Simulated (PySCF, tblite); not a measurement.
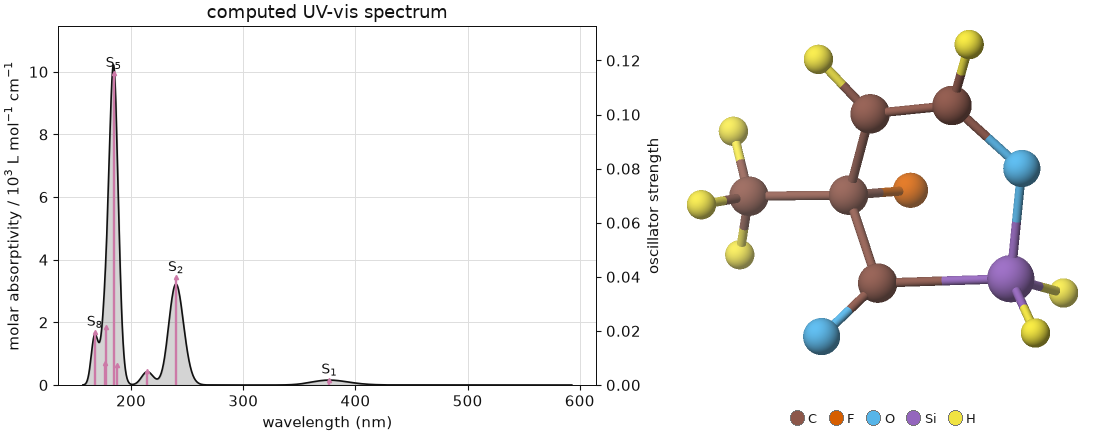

Computed absorption of C₅H₇FO₂Si, SMILES C[C@@]1(F)C=CO[SiH2]C1=O. Vertical TDDFT excitations, ωB97X-D/def2-SVPD with PySCF 2.14.0, at a GFN2-xTB geometry (a minimum by its frequencies), gas phase. The lowest 8 singlet states are shown; each is broadened by a Gaussian of 1/e half-width 0.20 eV. Sticks give oscillator strengths (right axis).

**Which of the computed transitions is the brightest, and what character does the calculation give it?**

S5 at 6.72 eV (184 nm), f = 0.115, mainly HOMO−1 → LUMO+1 (76 %).

**Does any vertical transition fall in the visible?**

No singlet lies below 3.1 eV (beyond 400 nm), so at this level no vertical transition falls in the visible.

Known limits of this run: the tight-binding geometry is rougher than a DFT one and adds to the error; one conformer of a flexible molecule; core orbitals are frozen in the response.
